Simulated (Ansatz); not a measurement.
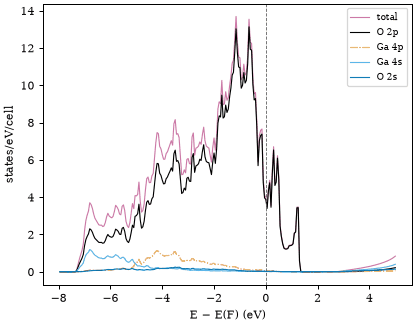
Figure: Total and projected density of states of GaO$_{2}$ in space group Fddd (No. 70; Ga on 16f, O on 16g, O on 16d), the program Ansatz at the PBE level (PAW)

Q: Which orbitals carry the states next to the Fermi level?

A: Within 0.5 eV of the Fermi level: O 2p 97 %. Projections are on Löwdin-orthogonalised atomic valence shells; empty p or d shells of many metals are not among them.

Q: Where is the tallest occupied peak in this window, and what makes it?

A: Near -1.1 eV, about 14 states/eV per cell; the largest projected share is O 2p.

The first step of the workflow began from a Materials Project structure, measured or hypothetical; the Crystallography Open Database copy checked does not list it. Its standing as an ambient phase is unchecked. Symmetry was held in the PBE relaxation; its stability against distortions is not shown here. The final state is ferromagnetic, chosen from 2 collinear starts compared on coarse meshes (ties went to the first, and starts can fall back to one state), not a proven ground state. No Hubbard U is applied. Scalar-relativistic: spin–orbit coupling is off unless named, which matters more the heavier the elements.

Potentials: the later of the program's two PAW sets.
